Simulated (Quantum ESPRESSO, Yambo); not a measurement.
## WS2 (Tungstenite): G0W0 in Yambo against the bands

Wanted: the cheapest bands that holds the gap of WS2 (Tungstenite).

Main program and level: Yambo 5.3.0; PBE and many-body steps on it, plane waves.

**1. Set-up**

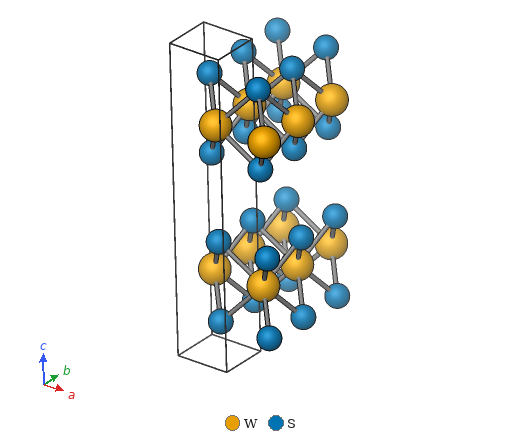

The cell as given, slightly off an axis (tungsten orange, sulfur blue). 2×3×1 cells are drawn.

As a file:

```
W S
1.0
     3.15320    0.00000    0.00000
    -1.57660    2.73075    0.00000
     0.00000    0.00000   12.32300
W S
2 4
Direct
  0.33333 0.66667 0.25000
  0.66667 0.33333 0.75000
  0.33333 0.66667 0.62250
  0.66667 0.33333 0.12250
  0.33333 0.66667 0.87750
  0.66667 0.33333 0.37750
```

The cell and positions come from the Crystallography Open Database and are kept as given unless a step says otherwise. Spin-orbit coupling is left out unless a step names it.

**2. 44 bands**

This step: Yambo 5.3.0; G0W0 on PBE, plane waves, norm-conserving pseudopotentials.

G0W0 replaces the xc potential by the self-energy, built once from these orbitals. Only a window of levels is corrected, while the sums run over the empty bands that the input names.

The input, gw1.in:

```
HF_and_locXC
gw0
dyson
ppa
em1d
rim_cut
RandQpts= 1000000
RandGvec= 1 RL
EXXRLvcs= 62 Ry
VXCRLvcs= 248 Ry
Chimod= "HARTREE"
% BndsRnXp
 1 | 44 |
%
NGsBlkXp= 7 Ry
% LongDrXp
 1 | 1 | 1 |
%
% GbndRnge
 1 | 44 |
%
DysSolver= "n"
ExtendOut
PPAPntXp= 27.21138 eV
% QPkrange
 1 | 1 | 25 | 28 |
 9 | 9 | 25 | 28 |
 13 | 13 | 25 | 28 |
%
```

On the command line:

```sh
> OMP_NUM_THREADS=2 mpirun -n 4 yambo -F gw1.in -J gw1 -C gw1 > gw1.log
```

The program printed:

```text
 Yambo, version 5.3.0

 [02] CORE Variables Setup
 =========================

  [... cell, symmetries and grids as in the set-up ...]

  [02.05] Energies & Occupations
  ==============================

  [X] === General ===
  [X] Electronic Temperature                        :  0.000000  0.000000 [eV K]
  [X] Bosonic    Temperature                        :  0.000000  0.000000 [eV K]
  [X] Finite Temperature mode                       : no
  [X] El. density                                   :  0.49006E+24 [cm-3]
  [X] Fermi Level                                   :  11.76937 [eV]

  [X] === Gaps and Widths ===
  [X] Conduction Band Min                           :  0.980635 [eV]
  [X] Valence Band Max                              :  0.000000 [eV]
  [X] Filled Bands                                  :  26
  [X] Empty Bands                                   :    27   342
  [X] Direct Gap                                    :  1.836911 [eV]
  [X] Direct Gap localized at k                     :  13
  [X] Indirect Gap                                  :  0.980635 [eV]
  [X] Indirect Gap between kpts                     :   1   9
  [X] Last valence band width                       :  1.836536 [eV]
  [X] 1st conduction band width                     :  1.369821 [eV]

 [03] Transferred momenta grid and indexing
 ==========================================

 IBZ Q-points                                      :  14
 BZ  Q-points                                      :   72

 K/Q-points units:
 rlu = crystal or reduced units; cc = cartesian coordinates; iku = interal k-units

 Q [ 1]         [rlu]:  0.000000  0.000000  0.000000
 Q [ 2]         [rlu]:  0.000000  0.000000 -0.500000
 Q [ 3]         [rlu]:  0.15111E-17  0.16667       0.0000
 Q [ 4]         [rlu]:  0.15111E-17  0.16667     -0.50000
 Q [ 5]         [rlu]:  0.30223E-17  0.33333       0.0000
 Q [ 6]         [rlu]:  0.30223E-17  0.33333     -0.50000
 Q [ 7]         [rlu]: -0.45334E-17 -0.50000       0.0000
 Q [ 8]         [rlu]: -0.45334E-17 -0.50000     -0.50000
 Q [ 9]         [rlu]:  0.166667  0.166667  0.000000
 Q [10]         [rlu]:  0.166667  0.166667 -0.500000
 Q [11]         [rlu]:  0.166667  0.333333  0.000000
 Q [12]         [rlu]:  0.166667  0.333333 -0.500000
 Q [13]         [rlu]:  0.333333  0.333333  0.000000
 Q [14]         [rlu]:  0.333333  0.333333 -0.500000

 [04] Coloumb potential Random Integration (RIM)
 ===============================================

  [04.01] RIM initialization
  ==========================

  * Diagonal components only detected *

  8 x (sBL volume)        :  0.038490 [a.u.]
  sBZ random points       :  1000000
  Points outside the sBZ  :   7994252
  RL volume               :  0.346412 [a.u.]
  Integrated volume       :  0.346661 [a.u.]

  [04.02] RIM integrals
  =====================

  Gamma point sphere radius             :  0.061245 [a.u.]
  Points outside the sphere             :   799469
  [Int_sBZ(q=0) 1/q^2]*(Vol_sBZ)^(-1/3) =:  7.611437
                                 should be <:  7.795600

  Summary of Coulomb integrals for non-metallic bands |Q|[au] RIM/Bare

  Q [1] 0.100000E-4 0.976376 * Q [2] 0.134907 0.907353
  Q [3] 0.202931 1.107436 * Q [4] 0.243682 1.050908
  Q [9] 0.351486 1.035411 * Q [10] 0.376487 1.026507
  Q [5] 0.405861 1.026478 * Q [6] 0.427695 1.021295
  Q [11] 0.536904 1.015299 * Q [12] 0.553594 1.013509
  Q [7] 0.608792 1.012328 * Q [8] 0.623560 1.011216
  Q [13] 0.702972 1.009176 * Q [14] 0.715800 1.008560

 [05] Dipoles
 ============

  [05.01] Setup: observables and procedures
  =========================================

  [WARNING] [x,Vnl] slows the Dipoles computation. To neglect it rename the ns.kb_pp file

 [06] Dynamic Dielectric Matrix (PPA)
 ====================================

 [WR./gw1//ndb.pp]---------------------------------------------------------------
  Brillouin Zone Q/K grids (IBZ/BZ)                :   14   72   14   72
  RL vectors                                       :   7665 [WF]
  Coulomb cutoff potential                         : none
  Electronic Temperature                           :  0.000000 [K]
  Bosonic    Temperature                           :  0.000000 [K]
  PPA    diel. fun.  energies                      : Perdew, Burke & Ernzerhof(X)+Perdew, Burke & Ernzerhof(C)
  wavefunctions                                    : Perdew, Burke & Ernzerhof(X)+Perdew, Burke & Ernzerhof(C)
  Global Gauge                                     : length
  X matrix size                                    :  241
  X band range                                     :    1   44
  X e/h energy range                               : -1.000000 -1.000000 [eV]
  X Time ordering                                  : R
  X Hxc Kernel                                     : HARTREE
  X Drude frequency                                :  0.000000  0.000000
  X poles                                          :  100.0000 [o/o]
  RL vectors in the sum                            :   7665
  [r,Vnl] included                                 : yes
  Field direction                                  :  0.577350E-5  0.577350E-5  0.577350E-5
  BZ energy Double Grid                            : no
  BZ energy DbGd points                            : 0
  BZ Q point size factor                           : -1.000000
  X Optical Averaged directions                    : none

 [07] Local Exchange-Correlation + Non-Local Fock
 ================================================

 [VXC] Plane waves :   47139
 [EXS] Plane waves :   5909

 QP @ state[ 1 ] K range:  1  1
 QP @ state[ 1 ] b range:  25  28
 QP @ state[ 2 ] K range:   9   9
 QP @ state[ 2 ] b range:  25  28
 QP @ state[ 3 ] K range:  13  13
 QP @ state[ 3 ] b range:  25  28

 [xc] Functional : Perdew, Burke & Ernzerhof(X)+Perdew, Burke & Ernzerhof(C)
 [xc] LIBXC used to calculate xc functional
  PP Number of Atomic Species                      :  2
  NLCC RL compoments                               :   47139
  PP Number of Atomic Species                      :  2
  NLCC RL compoments                               :   47139

 [xc] E_xc :  -24.47028 [Ha]
      E_xc :  -48.94055 [Ry]

  Local XC kind (lXC) : Perdew, Burke & Ernzerhof(X)+Perdew, Burke & Ernzerhof(C)
  Non-Local XC kind (nlXC) : Hartree-Fock

  Corrections @ K [1] :  [eV]
 <25|nlXC|25> = -15.44322 -0.14805E-16 <25|lXC|25> = -14.46050  0.47204E-16
 <26|nlXC|26> = -15.97986 -0.23879E-17 <26|lXC|26> = -15.59007  0.000000
 <27|nlXC|27> = -10.57749  0.76831E-18 <27|lXC|27> = -15.22415 -0.18882E-15
 <28|nlXC|28> = -10.57760  0.11204E-17 <28|lXC|28> = -15.22415 -0.37763E-15

  Corrections @ K [9] :  [eV]
 <25|nlXC|25> = -16.45784 -0.79533E-17 <25|lXC|25> = -15.19224  0.94408E-16
 <26|nlXC|26> = -16.45632 -0.14026E-17 <26|lXC|26> = -15.25949  0.47204E-15
[...]
Corrections @ K [13] :  [eV]
[...]
<26|nlXC|26> = -15.81804  0.40057E-17 <26|lXC|26> = -15.42149  0.14161E-15
 <27|nlXC|27> = -12.00200  0.18459E-17 <27|lXC|27> = -16.36582  0.000000
 <28|nlXC|28> = -12.00200  0.32700E-18 <28|lXC|28> = -16.36582 -0.94408E-16

 [08] Dyson equation: Newton solver
 ==================================

  [08.01] G0W0 (W PPA)
  ====================

  [  GW  ] Bands range     :    1   44
  [GW/PPA] G damping       :  0.100000 [eV]

  QP @ state[ 1 ] K range:  1  1
  QP @ state[ 1 ] b range:  25  28
  QP @ state[ 2 ] K range:   9   9
  QP @ state[ 2 ] b range:  25  28
  QP @ state[ 3 ] K range:  13  13
  QP @ state[ 3 ] b range:  25  28

   Sc/G bands                                       :    1   44
   Sc/G damping                                     :  0.100000 ev
   Sc bands terminator                              : no
   Sx RL components                                 :   5909

   QP @ state[ 1 ] K range                          :  1  1
   QP @ state[ 1 ] b range                          :  25  28
   QP @ state[ 2 ] K range                          :   9   9
   QP @ state[ 2 ] b range                          :  25  28
   QP @ state[ 3 ] K range                          :  13  13
   QP @ state[ 3 ] b range                          :  25  28
   GF energies kind                                 : Perdew, Burke & Ernzerhof(X)+Perdew, Burke & Ernzerhof(C)
   GF WF`s kind                                     : Perdew, Burke & Ernzerhof(X)+Perdew, Burke & Ernzerhof(C)
   Xs energies kind                                 : Perdew, Burke & Ernzerhof(X)+Perdew, Burke & Ernzerhof(C)
   Xs WF`s kind                                     : Perdew, Burke & Ernzerhof(X)+Perdew, Burke & Ernzerhof(C)

 [11] Game Over & Game summary
```

The job ended after 44 s (4 MPI ranks of Arm Neoverse V2, shared host; peak memory 2.9 GiB; 5.1 min of CPU time).

Numbers from this step:

```
G0W0 gap on the points computed              : 1.386 eV
starting gap on the mesh                     : 0.9806 eV
k of the valence top                         : 0, 0, 0
k of the conduction bottom                   : 0.1667, 0.1667, 0
least direct G0W0 gap on the computed points : 2.582 eV
Z at the valence top                         : 0.7967
Z at the conduction bottom                   : 0.8067
```

The gap on the mesh goes from 0.98 eV to 1.39 eV, a correction of +0.41 eV.

**3. 65 bands**

gw2.in, as its differences from gw1.in of step 2:

```diff
@@ -12,3 +12,3 @@
 % BndsRnXp
- 1 | 44 |
+ 1 | 65 |
 %
@@ -19,3 +19,3 @@
 % GbndRnge
- 1 | 44 |
+ 1 | 65 |
 %
```

On the command line:

```sh
> OMP_NUM_THREADS=2 mpirun -n 4 yambo -F gw2.in -J gw2 -C gw2 > gw2.log
```

The program printed:

```text
 Yambo, version 5.3.0

 [02] CORE Variables Setup
 =========================

  [... cell, symmetries and grids as in the set-up ...]

  [02.05] Energies & Occupations
  ==============================

  [X] === General ===
  [X] Electronic Temperature                        :  0.000000  0.000000 [eV K]
  [X] Bosonic    Temperature                        :  0.000000  0.000000 [eV K]
  [X] Finite Temperature mode                       : no
  [X] El. density                                   :  0.49006E+24 [cm-3]
  [X] Fermi Level                                   :  11.76937 [eV]

  [X] === Gaps and Widths ===
  [X] Conduction Band Min                           :  0.980635 [eV]
  [X] Valence Band Max                              :  0.000000 [eV]
  [X] Filled Bands                                  :  26
  [X] Empty Bands                                   :    27   342
  [X] Direct Gap                                    :  1.836911 [eV]
  [X] Direct Gap localized at k                     :  13
  [X] Indirect Gap                                  :  0.980635 [eV]
  [X] Indirect Gap between kpts                     :   1   9
  [X] Last valence band width                       :  1.836536 [eV]
  [X] 1st conduction band width                     :  1.369821 [eV]

 [03] Transferred momenta grid and indexing
 ==========================================

 IBZ Q-points                                      :  14
 BZ  Q-points                                      :   72

 K/Q-points units:
 rlu = crystal or reduced units; cc = cartesian coordinates; iku = interal k-units

 Q [ 1]         [rlu]:  0.000000  0.000000  0.000000
 Q [ 2]         [rlu]:  0.000000  0.000000 -0.500000
 Q [ 3]         [rlu]:  0.15111E-17  0.16667       0.0000
[...]
Local XC kind (lXC) : Perdew, Burke & Ernzerhof(X)+Perdew, Burke & Ernzerhof(C)
  Non-Local XC kind (nlXC) : Hartree-Fock

  Corrections @ K [1] :  [eV]
 <25|nlXC|25> = -15.44322 -0.14805E-16 <25|lXC|25> = -14.46050  0.47204E-16
 <26|nlXC|26> = -15.97986 -0.23879E-17 <26|lXC|26> = -15.59007  0.000000
 <27|nlXC|27> = -10.57749  0.76831E-18 <27|lXC|27> = -15.22415 -0.18882E-15
[...]
Corrections @ K [9] :  [eV]
[...]
Corrections @ K [13] :  [eV]
[...]
<27|nlXC|27> = -12.00200  0.18459E-17 <27|lXC|27> = -16.36582  0.000000
 <28|nlXC|28> = -12.00200  0.32700E-18 <28|lXC|28> = -16.36582 -0.94408E-16

 [08] Dyson equation: Newton solver
 ==================================

  [08.01] G0W0 (W PPA)
  ====================

  [  GW  ] Bands range     :    1   65
  [GW/PPA] G damping       :  0.100000 [eV]

  QP @ state[ 1 ] K range:  1  1
  QP @ state[ 1 ] b range:  25  28
  QP @ state[ 2 ] K range:   9   9
  QP @ state[ 2 ] b range:  25  28
  QP @ state[ 3 ] K range:  13  13
  QP @ state[ 3 ] b range:  25  28

   Sc/G bands                                       :    1   65
   Sc/G damping                                     :  0.100000 ev
   Sc bands terminator                              : no
   Sx RL components                                 :   5909

   QP @ state[ 1 ] K range                          :  1  1
   QP @ state[ 1 ] b range                          :  25  28
   QP @ state[ 2 ] K range                          :   9   9
   QP @ state[ 2 ] b range                          :  25  28
   QP @ state[ 3 ] K range                          :  13  13
   QP @ state[ 3 ] b range                          :  25  28
   GF energies kind                                 : Perdew, Burke & Ernzerhof(X)+Perdew, Burke & Ernzerhof(C)
   GF WF`s kind                                     : Perdew, Burke & Ernzerhof(X)+Perdew, Burke & Ernzerhof(C)
   Xs energies kind                                 : Perdew, Burke & Ernzerhof(X)+Perdew, Burke & Ernzerhof(C)
   Xs WF`s kind                                     : Perdew, Burke & Ernzerhof(X)+Perdew, Burke & Ernzerhof(C)

 [11] Game Over & Game summary
```

The job ended after 78 s (4 MPI ranks; peak memory 2.9 GiB).

Numbers from this step:

```
G0W0 gap on the points computed              : 1.336 eV
starting gap on the mesh                     : 0.9806 eV
k of the valence top                         : 0, 0, 0
k of the conduction bottom                   : 0.1667, 0.1667, 0
least direct G0W0 gap on the computed points : 2.569 eV
Z at the valence top                         : 0.7977
Z at the conduction bottom                   : 0.8058
```

Against the run before, the gap moves by −0.050 eV.

**4. 106 bands**

gw3.in, as its differences from gw2.in of step 3:

```diff
@@ -12,3 +12,3 @@
 % BndsRnXp
- 1 | 65 |
+ 1 | 106 |
 %
@@ -19,3 +19,3 @@
 % GbndRnge
- 1 | 65 |
+ 1 | 106 |
 %
```

On the command line:

```sh
> OMP_NUM_THREADS=2 mpirun -n 4 yambo -F gw3.in -J gw3 -C gw3 > gw3.log
```

The program printed:

```text
 Yambo, version 5.3.0

 [02] CORE Variables Setup
 =========================

  [... cell, symmetries and grids as in the set-up ...]

  [02.05] Energies & Occupations
  ==============================

  [X] === General ===
  [X] Electronic Temperature                        :  0.000000  0.000000 [eV K]
  [X] Bosonic    Temperature                        :  0.000000  0.000000 [eV K]
  [X] Finite Temperature mode                       : no
  [X] El. density                                   :  0.49006E+24 [cm-3]
[...]
QP @ state[ 2 ] b range                          :  25  28
   QP @ state[ 3 ] K range                          :  13  13
   QP @ state[ 3 ] b range                          :  25  28
   GF energies kind                                 : Perdew, Burke & Ernzerhof(X)+Perdew, Burke & Ernzerhof(C)
   GF WF`s kind                                     : Perdew, Burke & Ernzerhof(X)+Perdew, Burke & Ernzerhof(C)
   Xs energies kind                                 : Perdew, Burke & Ernzerhof(X)+Perdew, Burke & Ernzerhof(C)
   Xs WF`s kind                                     : Perdew, Burke & Ernzerhof(X)+Perdew, Burke & Ernzerhof(C)

 [11] Game Over & Game summary
```

The job ended after 2.3 min (4 MPI ranks; peak memory 2.9 GiB).

Numbers from this step:

| Property | Result |
| --- | --- |
| G0W0 gap on the points computed | 1.336 eV |
| starting gap on the mesh | 0.9806 eV |
| k of the valence top | 0, 0, 0 |
| k of the conduction bottom | 0.1667, 0.1667, 0 |
| least direct G0W0 gap on the computed points | 2.503 eV |

Against the run before, the gap moves by +0.0001 eV.

[end of part 1 of 2]

[Paths, hosts, dates, memory and timing lines, banners, echoed tables and standing remarks are left out of the program output.]

[Logs are printed without paths, hosts, clocks, repeated set-up lines and the standing remarks that a program may print on its own settings, such as how far it seeks lower states.]

[Runs of the session that timed out or met a known fault of the program may be left out.]

[Hosts, paths, dates, database ids (printed as entryN), source tags and the programs' standing remarks are cut or masked in the printed files.]
